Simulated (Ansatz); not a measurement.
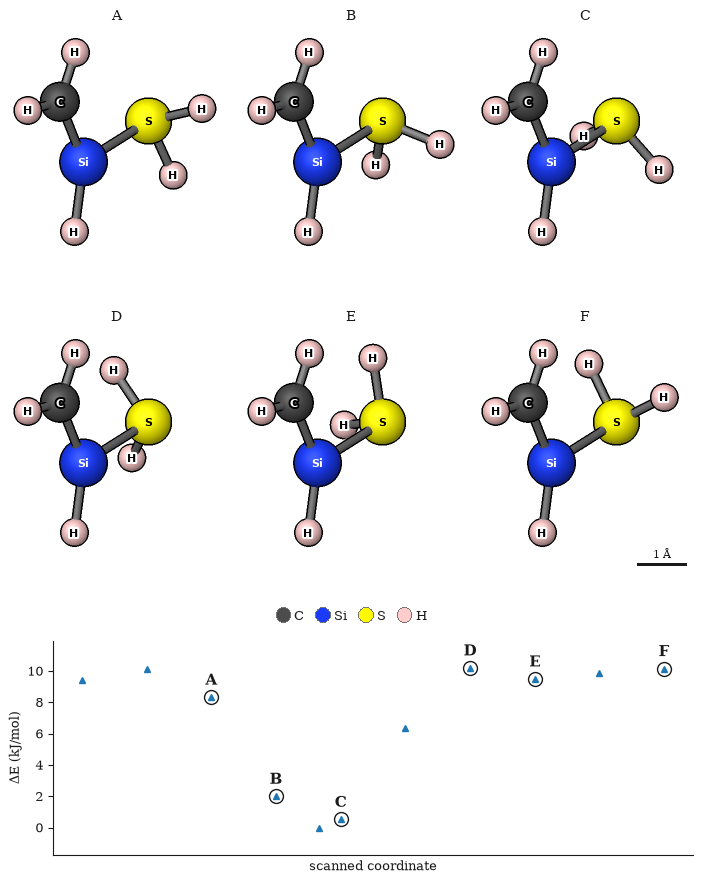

A scan of CH5SSi (charge +1) along one coordinate. Style: ball-and-stick. Shown almost along the central bond, with a slight tilt.

Single-point energies from Ansatz with CCSD(T) in the def2-TZVPP basis, on geometries moved rigidly from the minimum at PBE0-D4/def2-TZVP. Coupled cluster with a frozen core. Energies are counted from the PBE0-D4/def2-TZVP minimum geometry at the same level.

Question: What is being scanned?

Answer: One C–Si–S–H dihedral angle is varied, with the rest of the molecule carried along rigidly. In the frames the dihedral is 72.0° (A), 108.0° (B), 144.0° (C), 216.0° (D), 252.0° (E), 324.0° (F). Of the computed points the lowest is at the dihedral 132.1°, 0.0 kJ/mol. Further local minima among the points: 252.0° (9.5 kJ/mol). Local maxima lie at 36.0° (10.1 kJ/mol), 216.0° (10.2 kJ/mol). The highest point, at 216.0°, lies 10.2 kJ/mol above the lowest and gives an upper estimate of the barrier to rotation, since the rotor is rigid. At 0.0° to 324.0° the mean-field solution behind CCSD(T) isn't stable (a lower one of broken symmetry exists), so those energies are less reliable.
